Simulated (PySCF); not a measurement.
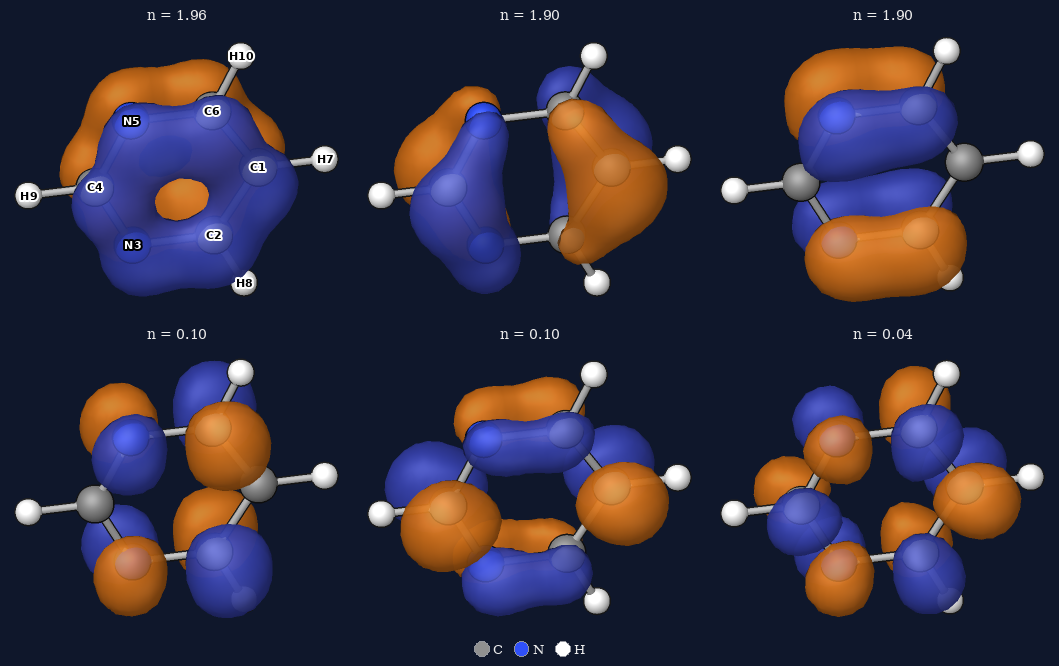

Figure. C4H4N2, SMILES `c1cncnc1`. Natural orbitals of the π active space, CASSCF(6,6), singlet state, in order of falling occupation.

Method: def2-SVP basis; geometry: GFN2-xTB; program: PySCF. No frequency check shows the geometry to be a minimum.

How multiconfigurational is the state?

Answer. The leading determinant weighs 0.89; the effective number of unpaired electrons, Σ n²(2−n)², is 0.15; the most occupied of the weakly occupied orbitals holds 0.10 e, as in an ordinary closed-shell π system. The active space lowers the energy by 2.12 eV against Hartree–Fock.

Where does the lowest triplet lie relative to the singlet, at this geometry and within this active space?

Answer. 4.88 eV above it by strongly contracted NEVPT2 (+4.25 eV by CASSCF); a small basis tends to put such gaps a few tenths of an eV too high. This is a vertical energy for π states alone; a state that uses lone pairs or σ orbitals may lie lower.

Run time: 9.4 s on 1 thread of AMD EPYC 9R45 96-Core Processor (Zen 5), with other jobs on the host, peak memory 0.34 GiB.
